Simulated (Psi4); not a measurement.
# DSD-PBEP86/def2-SVP (density fitting for correlation) run of SiH4O4 (orthosilicic acid)

Aim: the vertical singlet–triplet gap of SiH4O4 (orthosilicic acid) at DSD-PBEP86/def2-SVP (density fitting for correlation), from 2 runs. 

The calculation is run with Psi4 1.11.

2 further runs of the same task are left out: 2 that didn't finish.

### Step 1. The molecule

SiH4O4: 9 atoms, total charge 0, spin state singlet. SMILES: `O[Si](O)(O)O`. The shape is that of a PBE0-D4/def2-TZVP optimisation. This is one conformer, not always the lowest.

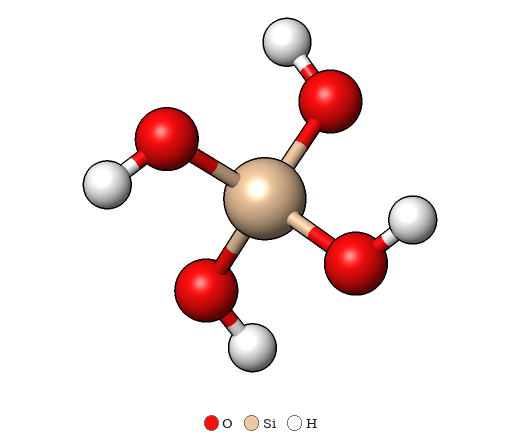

The structure, seen from a chosen angle (oxygen red, silicon light orange, hydrogen white).

### Step 2. A single-point energy at DSD-PBEP86/def2-SVP (density fitting for correlation)

job.py reads:

```python
import psi4

psi4.set_memory('2200 MB')
psi4.set_num_threads(1)
psi4.set_output_file('output.dat', False)

molecule = psi4.geometry("""
0 1
O     -1.83123910     1.46708888    -1.99849876
Si     0.00001890     0.00005669    -0.00007559
O      2.88676453     0.81953643    -0.70326158
O     -0.08152279    -3.07889298    -0.11319459
O     -0.97396484     0.79249444     2.81467147
H     -1.20840427     1.64358930    -3.68936900
H      4.20705948    -0.25543428    -0.08728645
H     -1.45138525    -3.88552258     0.75339601
H     -1.54728885     2.49712190     3.02363739
units au
symmetry c1
no_reorient
no_com
""")

psi4.set_options({
    'basis': 'def2-SVP',
    'puream': True,
    'e_convergence': 1e-09,
    'd_convergence': 1e-08,
    'scf_type': 'pk',
    'dft_radial_points': 99,
    'dft_spherical_points': 590,
    'num_frozen_docc': 9,
})

E, wfn = psi4.energy("dsd-pbep86", return_wfn=True)
print(f'dsd-pbep86 energy: {E:.10f} Eh')
```

Launch:

```sh
$ python job.py
```

output.dat:

```text
[...]
  Running in c1 symmetry.
[...]
  Nuclear repulsion =  269.977267110290256
[...]
  Multiplicity = 1
[...]
  Nalpha       = 25
  Nbeta        = 25
[...]
    Number of basis functions: 94
[...]
   @RKS iter   1:  -591.12686032251895   -7.20295e-01   8.96292e-03 DIIS/ADIIS
[...]
   @RKS iter  11:  -591.39744621948353   -2.27374e-13   1.15501e-09 DIIS
[...]
    Orbital Energies [Eh]
    ---------------------
    Doubly Occupied:
       1A    -67.898469     2A    -20.054518     3A    -20.054499
       4A    -20.054498     5A    -20.054492     6A     -5.892649
       7A     -4.088683     8A     -4.088682     9A     -4.088480
      10A     -1.248624    11A     -1.204384    12A     -1.204383
      13A     -1.197849    14A     -0.718463    15A     -0.652427
      16A     -0.652425    17A     -0.641554    18A     -0.526300
      19A     -0.497350    20A     -0.493141    21A     -0.493139
      22A     -0.473416    23A     -0.465715    24A     -0.435840
      25A     -0.435837
[...]
  @RKS Final Energy:  -591.39744621948353
   => Energetics <=
    Nuclear Repulsion Energy =            269.9772671102902564
    One-Electron Energy =               -1355.9667253473930941
    Two-Electron Energy =                 510.8024822007118360
    DFT Exchange-Correlation Energy =     -16.2104701830924895
    Empirical Dispersion Energy =           0.0000000000000000
    VV10 Nonlocal Energy =                  0.0000000000000000
    Total Energy =                       -591.3974462194834132
[...]
 Multipole Moments:
 ------------------------------------------------------------------------------------
     Multipole            Electronic (a.u.)      Nuclear  (a.u.)        Total (a.u.)
 ------------------------------------------------------------------------------------
 L = 1.  Multiply by 2.5417464519 to convert [e a0] to [Debye]
 Dipole X            :         -0.0005565            0.0005481           -0.0000084
 Dipole Y            :         -0.0025172            0.0023622           -0.0001550
 Dipole Z            :          0.0031764           -0.0029480            0.0002284
 Magnitude           :                                                    0.0002762
[...]
```

Standard output:

```text
dsd-pbep86 energy: -591.8319206019 Eh
```

Run time: 12 s. Hardware: 1 thread of Intel Xeon 6975P-C (Granite Rapids), shared host; peak memory 0.91 GiB.

### Step 3. The triplet

job.in reads:

```
memory 2200 mb

molecule {
  0 3
  O     -0.969050     0.776350    -1.057560
  Si     0.000010     0.000030    -0.000040
  O      1.527610     0.433680    -0.372150
  O     -0.043140    -1.629280    -0.059900
  O     -0.515400     0.419370     1.489460
  H     -0.639460     0.869750    -1.952330
  H      2.226280    -0.135170    -0.046190
  H     -0.768040    -2.056130     0.398680
  H     -0.818790     1.321420     1.600040
  units angstrom
  symmetry c1
}

set basis def2-SVP
set reference uks
set puream true
set e_convergence 1e-09
set d_convergence 1e-08
set scf_type pk
set dft_radial_points 99
set dft_spherical_points 590
set num_frozen_docc 9
set maxiter 100

e_tot = energy('dsd-pbep86')
```

Launch:

```sh
$ psi4 job.in job.out -n 1
```

job.out:

```text
[...]
  Running in c1 symmetry.
[...]
  Nuclear repulsion =  269.977267005942508
[...]
  Multiplicity = 3
[...]
  Nalpha       = 26
  Nbeta        = 24
[...]
    Number of basis functions: 94
[...]
   @UKS iter   1:  -590.83138145568898   -4.24816e-01   7.32163e-03 DIIS/ADIIS
[...]
   @UKS iter  27:  -591.05564069465493   -3.06954e-12   3.80944e-09 DIIS
[...]
   @S^2 Observed:                2.034863756E+00
[...]
    Orbital Energies [Eh]
    ---------------------
    Alpha Occupied:
       1A    -67.933362     2A    -20.185526     3A    -20.185511
       4A    -20.068204     5A    -20.068197     6A     -5.929240
       7A     -4.126239     8A     -4.123816     9A     -4.123278
      10A     -1.357671    11A     -1.337828    12A     -1.235710
      13A     -1.220744    14A     -0.787523    15A     -0.745839
      16A     -0.688093    17A     -0.676650    18A     -0.651196
      19A     -0.612233    20A     -0.587280    21A     -0.585442
      22A     -0.522394    23A     -0.506162    24A     -0.488536
      25A     -0.450234    26A     -0.069194
    Alpha Virtual:
[...]
  @UKS Final Energy:  -591.05564069465493
   => Energetics <=
    Nuclear Repulsion Energy =            269.9772670059425081
    One-Electron Energy =               -1353.2854759154784006
    Two-Electron Energy =                 508.4128642663147275
    DFT Exchange-Correlation Energy =     -16.1602960514336331
    Empirical Dispersion Energy =           0.0000000000000000
    VV10 Nonlocal Energy =                  0.0000000000000000
    Total Energy =                       -591.0556406946549259
[...]
 Multipole Moments:
 ------------------------------------------------------------------------------------
     Multipole            Electronic (a.u.)      Nuclear  (a.u.)        Total (a.u.)
 ------------------------------------------------------------------------------------
 L = 1.  Multiply by 2.5417464519 to convert [e a0] to [Debye]
 Dipole X            :          0.1241748           -0.0000323            0.1241425
 Dipole Y            :          0.1047812           -0.0002244            0.1045568
 Dipole Z            :          0.1370077            0.0003169            0.1373246
 Magnitude           :                                                    0.2126065
[...]
```

It took 35 s on 1 thread of Intel Xeon 6975P-C (Granite Rapids), shared host; peak memory 0.9 GiB.

### Step 4. Results

At DSD-PBEP86/def2-SVP (density fitting for correlation), 9 core orbitals frozen:

| quantity | value |
| --- | --- |
| singlet: total energy | -591.83192 Eh |
| singlet: HOMO energy (SCF part's orbitals) | -11.86 eV |
| singlet: LUMO energy (SCF part's orbitals) | 3.08 eV |
| singlet: HOMO–LUMO gap (SCF part's orbitals) | 14.94 eV |
| triplet: total energy | -591.50656 Eh |
| triplet: HOMO energy (SCF part's orbitals) (highest over α and β) | -1.88 eV |
| triplet: ⟨S²⟩ | 2.035 |
| vertical energy of the triplet above the singlet | 8.854 eV |

**Reading.** At this shape the triplet lies 8.85 eV (854 kJ/mol) above the singlet.
